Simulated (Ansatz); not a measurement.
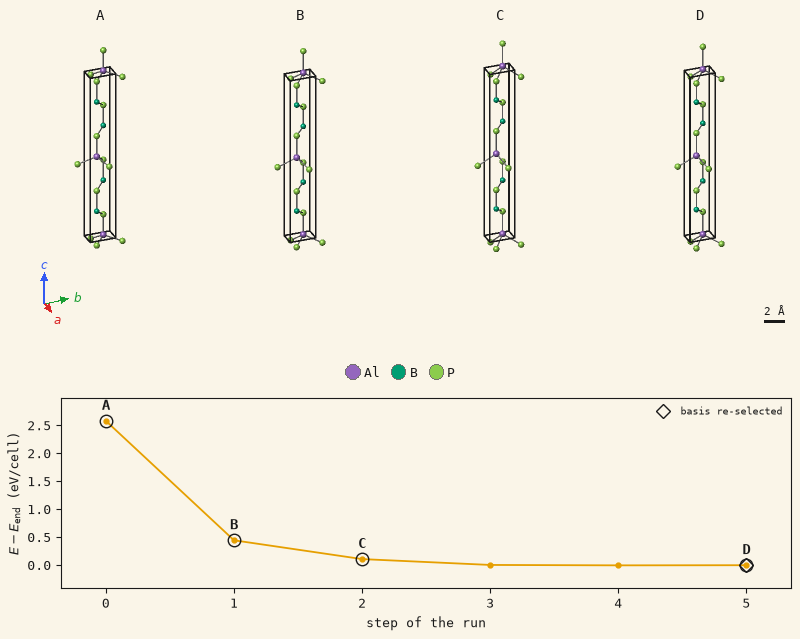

Frames of a relaxation of a crystal of AlB₂P₃ (a generated structure, set up in P6_3mc) (coarse preliminary run), marked on the history of the run. Style: ball-and-stick. Shown: the cell of the calculation, slightly off an axis.

Method: DFT PBE, scalar-relativistic, plane waves, PAW (Ansatz). (plane-wave cutoff 420 eV; k-point mesh 6 × 6 × 1; occupations gaussian; smearing width 0.1 eV; no spin polarisation; cell and atoms relaxed; force threshold 0.04 eV/Å; at most 70 steps)

> Describe the path.

The largest moves relative to the cell, 0.31 Å, are those of P atoms. Largest moves by element: P 0.31 Å, B 0.16 Å, Al 0.04 Å. The volume changes by −4.1 %, with a = b 3.484 → 3.402 Å (−2.4 %), c 17.342 → 17.445 Å (+0.6 %). Near-neighbour distances that change, for instance: Al–P 2.163 → 2.391 Å, B–P 2.163 → 1.982 Å, B–P 2.163 → 2.004 Å, Al–P 2.139 → 2.243 Å. Among the angles between lasting bonds that change: P–Al–P 109.1° → 98.6°, Al–P–Al 109.1° → 98.6°, P–Al–P 109.9° → 118.9°. The space group stays P6_3mc (No. 186). Over 4 accepted moves (5 points after the start) the energy falls by 2.582 eV per cell of the calculation. Largest force component: 4.3 eV/Å at the start, 0.031 eV/Å at the end. Pressure: 0.81 GPa at the start and −0.24 GPa at the end. The SCF was repeated once at an unchanged geometry on a basis and grid sized afresh for the cell, which shifted the energy by 2.5 meV per cell of the calculation at most. The run took 13 s on 1 thread of AMD EPYC 9R45 96-Core Processor (Zen 5) (shared host), peak memory 0.44 GiB. From step 0 to 1: P atoms move most (0.20 Å), volume −1.7 %, energy −2.137 eV per cell of the calculation. From step 1 to 2: P atoms move most (0.17 Å), volume −3.1 %, energy −0.336 eV per cell of the calculation. From step 2 to 5: Al atoms move most (0.06 Å), volume +0.7 %, energy −0.109 eV per cell of the calculation.
